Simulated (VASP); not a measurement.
Band structure of KBr (rock salt). These are PBE GGA with D3 dispersion (Becke-Johnson damping), VASP's PBE PAW potentials (set 64) (plane waves; VASP) values and carry that method's errors.

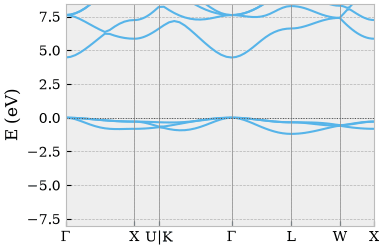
Fig. 1. Bands along high-symmetry lines, zero at the valence-band maximum or, without a gap, the Fermi level

Read the plot: is there a gap, and where are the band edges?

The gap is direct, 4.46 eV, from the valence maximum at Γ to the conduction minimum at Γ. (Edges off the drawn lines would not show.)

Measured: gap 7.40 eV (computed value off by -2.94 eV), as given by Aguado et al., (1998), arXiv:cond-mat/9809176.

The compound is KBr in the rock salt structure. It was relaxed first.
